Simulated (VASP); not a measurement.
Band structure of Ni3Si (L1_2). Method: rev-vdW-DF2, VASP's PBE PAW potentials (set 64) (plane waves; VASP 6.6.1).

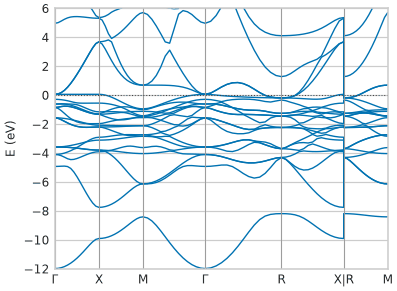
Figure: Bands along high-symmetry lines, zero at the valence-band maximum or, without a gap, the Fermi level

Task: Read the plot: is there a gap, and where are the band edges?

Result: It has no gap at this level: it comes out as a metal or semimetal. (Edges off the drawn lines would not show.)

The compound is Ni3Si in the L1_2 structure. It was relaxed first. The run is not spin-polarised, so no magnetic state was tried.
